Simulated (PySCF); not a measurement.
Consider CH9NSi4 (SMILES N#C[SiH2][SiH2][SiH2][SiH3]).

The calculation's input:

```
{"job": {"kind": "nmr", "xc": "PBE0", "basis": "pcSseg-1"}, "charge": 0, "multiplicity": 1}
N     -1.957363     1.307138     1.877467
C     -1.967066     1.014331     0.754542
Si    -1.876072     0.482701    -1.029257
Si    -0.428587    -1.373806    -1.078329
Si     0.982528    -1.142687     0.782243
Si     1.977188     0.980636     0.668469
H     -1.328489     1.648007    -1.780806
H     -3.271777     0.196146    -1.466323
H     -1.239695    -2.629721    -1.038955
H      0.338022    -1.330405    -2.362430
H      0.144964    -1.274352     2.012580
H      2.025808    -2.215571     0.781833
H      3.113557     0.929711    -0.302940
H      0.980927     1.977791     0.171016
H      2.487410     1.413007     2.003372
```

Run with:

```sh
OMP_NUM_THREADS=1 python probes_run.py task.json out
```

Geometry: PBE0-D3(BJ)/def2-SVP.

All numbers below come from PySCF, PBE0/pcSseg-1, SCF density, gas phase, non-relativistic.

Predict the electron density and electron localisation function between the atoms.

C–N (1.16 Å): ρ at the midpoint is about 3.5 e/Å³; the ELF peaks at about 0.90 between the atoms; a multiple bond.
C–Si (1.86 Å): the density is about 0.88 e/Å³ at the midpoint; the ELF peaks at about 1 between the atoms: localised, covalent bonding.
Si–Si (2.35 Å): ρ at the midpoint is about 0.63 e/Å³; the ELF peaks at about 1 between the atoms, as expected for localised, covalent bonding.

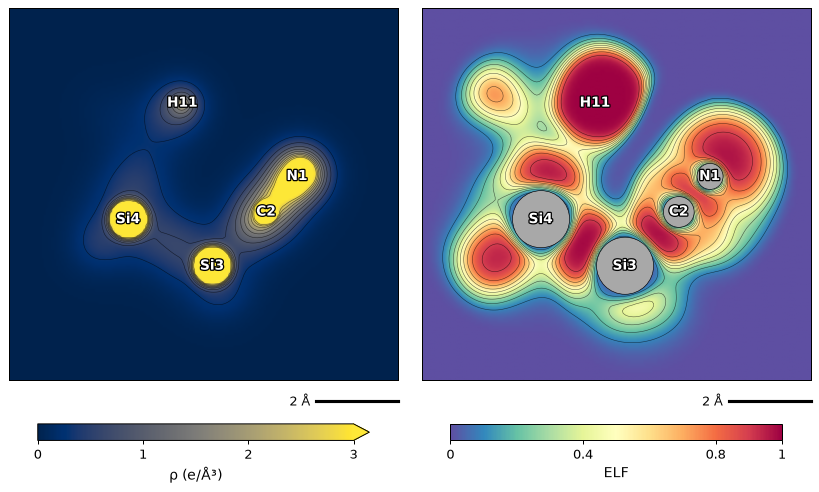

Computed electron density and electron localisation function on the plane of atoms C2, Si3 and Si4, in this order. Grey discs cover the atomic cores in the ELF map. 
